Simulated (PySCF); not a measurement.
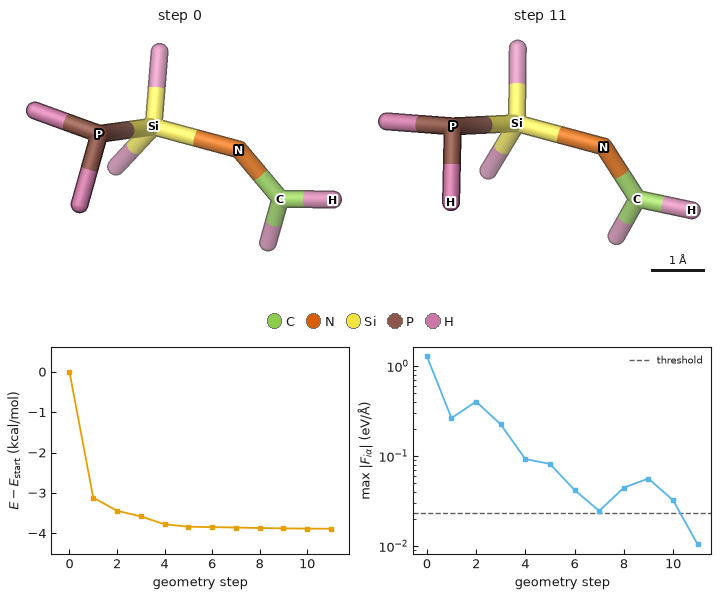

First and last geometry of a relaxation of CH6NPSi, with the history of the run. Style: stick. Shown from a free direction.

The start comes from GFN2-xTB.

Computed with PySCF, PBE0-D3(BJ)/def2-SVP geometry optimisation, gas phase. 

> Did the run converge, and what did it change?

It converged. The atom that moves furthest after the best rigid fit is an H atom (0.33 Å). By element the largest moves are H 0.33 Å, N 0.19 Å, P 0.19 Å, Si 0.13 Å, C 0.06 Å. Among the contacts that change: H–P 1.385 → 1.430 Å, N–Si 1.714 → 1.755 Å, H–Si 1.473 → 1.504 Å, H–Si 1.461 → 1.491 Å. Among the angles between lasting bonds that change: C–N–Si 136.6° → 124.8°, N–Si–H 118.7° → 111.9°, N–Si–H 103.2° → 108.2°. Over 11 geometry steps the energy falls by 3.89 kcal/mol. Largest force component: 1.3 eV/Å at the start, 0.01 eV/Å at the end.
